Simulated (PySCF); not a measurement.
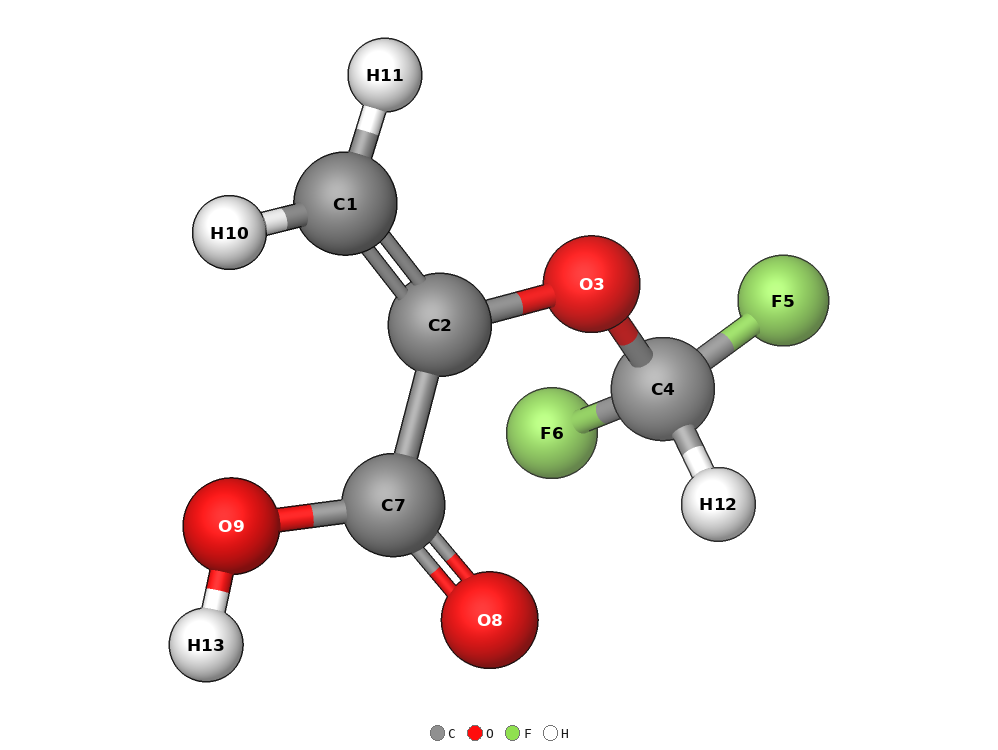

Computed geometry: GFN2-xTB optimisation. No frequency run is at hand to confirm it as a minimum. Properties computed with B3LYP/pcJ-1 indirect spin-spin coupling, non-relativistic, gas phase (PySCF 2.14.0). Isotopes: 13C, 19F, 1H, 17O.

Give the spin–spin coupling constants of these pairs, with the number of bonds between them: O3/F6, O3/F5, F5/F6, C2/F6, C2/F5.

| pair | bonds apart | J (Hz) |
| --- | --- | --- |
| O3, F6 | 2 | −7.0 |
| O3, F5 | 2 | −51.6 |
| F5, F6 | 2 | 138.6 |
| C2, F6 | 3 | 1.1 |
| C2, F5 | 3 | 5.4 |

Density functionals are unreliable for couplings to fluorine, so those rows may be far off.
